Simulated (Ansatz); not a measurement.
SrCu$_{3}$Ge

Input file:

```
crystal:
  lattice:
    - [3.0922691621, -3.0924252483, 0.0]
    - [3.0922691621, 3.0924252483, 0.0]
    - [0.0, 0.0, 4.9047644548]
  atoms:
    - { symbol: Sr, position: [0.0, 0.0, 0.9274341636] }
    - { symbol: Cu, position: [0.0, 0.5, 0.4264961275] }
    - { symbol: Cu, position: [0.5, 0.0, 0.4264961275] }
    - { symbol: Cu, position: [0.5, 0.5, 0.6930700534] }
    - { symbol: Ge, position: [0.5, 0.5, 0.1883584671] }
basis:
  ecutwfc: 500
kpoints:
  mp_grid: { grid: [8, 8, 6] }
  band_path:
    path:
      - [[0.0, 0.0, 0.0], [0.0, 0.5, 0.0], [0.5, 0.49997476, 0.0], [0.0, 0.0, 0.0], [0.0, 0.0, 0.5], [0.0, 0.5, 0.5], [0.5, 0.49997476, 0.5], [0.0, 0.0, 0.5]]
      - [[0.0, 0.5, 0.0], [0.0, 0.5, 0.5]]
      - [[0.5, 0.49997476, 0.0], [0.5, 0.49997476, 0.5]]
    npoints: 14
hamiltonian:
  xc: r2scan
scf:
  occupations: { method: gaussian, width: 0.1 }
  n_extra_bands: 12
output:
  forces: true
  stress: true
  eigenvalues: true
  populations: true
  dos: { projected: true, de: 0.02, nscf_kmesh: { grid: [10, 10, 8] } }
  bader: true
  write_density: true
  write_potential: true
  elf: true
  volumetric_format: npy
```

Command:

```sh
ansatz run input.yaml --threads 1 --pin off --max-ram 2560MiB --backend cpu --events-out ev --progress --plain --runs-dir out
```

Below, planes, directions and counts refer to the conventional cell (a = 4.37 Å, b = 4.37 Å, c = 4.90 Å, α = 90.00°, β = 90.00°, γ = 90.00°).

Space group P4mm; a generated structure, not necessarily the stable one; computed pressure about −2 GPa in this cell; computed without spin polarisation.

Method: Ansatz, DFT r2SCAN, scalar-relativistic, plane waves, PAW.

Predict the valence pseudo-density and electron localisation function between the atoms.

Answer. Cu–Ge (2.43 Å): ρ at the midpoint is about 0.39 e/Å³; the ELF is about 0.45 at the midpoint.
Sr–Cu (3.30 Å): ρ at the midpoint is about 0.09 e/Å³; the ELF is about 0.10 at the midpoint: no localised pair shows between them.
Sr–Ge (3.35 Å): the density is about 0.11 e/Å³ at the midpoint; the ELF peaks at about 0.55 in the valence shell of Ge, 1.3 Å from its nucleus, and drops to about 0.05 between the two atoms; no localised pair shows between them.
Cu–Ge (2.48 Å): ρ is about 0.43 e/Å³ halfway, with its minimum of 0.34 e/Å³ about 1.1 Å from Cu; the ELF is about 0.35 at the midpoint.
Bader's partition of the density gives Sr +1.39, Cu −0.35 to −0.24 and Ge −0.56 e.

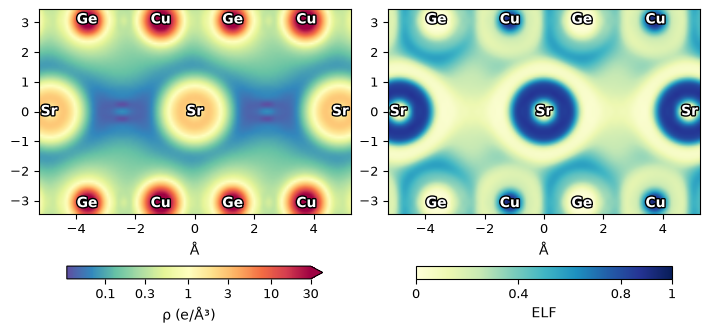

Computed valence pseudo-density and electron localisation function on the (110) plane of the conventional cell, in this order. 
